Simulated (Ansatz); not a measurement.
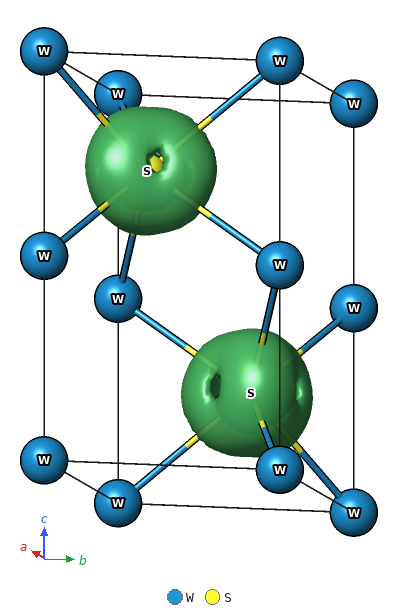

Figure. WS. Isosurface of the electron localisation function at 0.8 (green), seen at an oblique angle. Only the valence region is drawn (cores and ρ < 0.01 e/Å³ removed). Sticks mark near contacts.

Space group P6₃/mmc; started from the nickel arsenide prototype, which need not be the ambient phase; computed pressure about −14 GPa in this cell; Hubbard U of 6.2 eV on W d only.

The calculation used DFT r2SCAN+U, scalar-relativistic, plane waves, PAW in Ansatz 0.2.0.

### Identify the bonds, lone pairs and shells in this picture.

The ELF exceeds this value in two regions wrapped around S (the valence shell of each), counted in one cell of 4 atoms. Any copies at cell faces, edges or corners count once.

Values along the shortest contacts:
W–S (2.85 Å): the ELF peaks at about 0.90 in the valence shell of S, 0.9 Å from its nucleus, and is about 0.30 at the midpoint.
